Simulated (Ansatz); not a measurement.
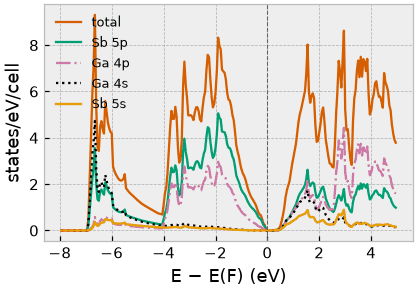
Total and projected density of states of GaSb in space group P6_3mc (No. 186; Ga on 2b, Sb on 2b, Ga on 2a, Sb on 2a), PBEsol in the plane-wave PAW code Ansatz

Q: Which orbitals carry the states next to the Fermi level?

A: Within 0.5 eV of the Fermi level: Sb 5p 71 %, Ga 4p 24 %. Projections are on Löwdin-orthogonalised atomic valence shells; empty p or d shells of many metals are not among them.

Q: Where is the tallest occupied peak in this window, and what makes it?

A: Near -6.7 eV, about 9.3 states/eV per cell; the largest projected share is Ga 4s.

The start of the workflow was typed in or built on a structure type; the Crystallography Open Database copy checked does not list it. It is not the phase usual at ambient conditions (space group No. 216). The cell was relaxed with PBEsol under the symmetry of its start; of distortions, only those at the zone centre were tested. Scalar-relativistic: spin–orbit coupling is off unless named, which matters more the heavier the elements.

Potentials: the later of the program's two PAW sets.
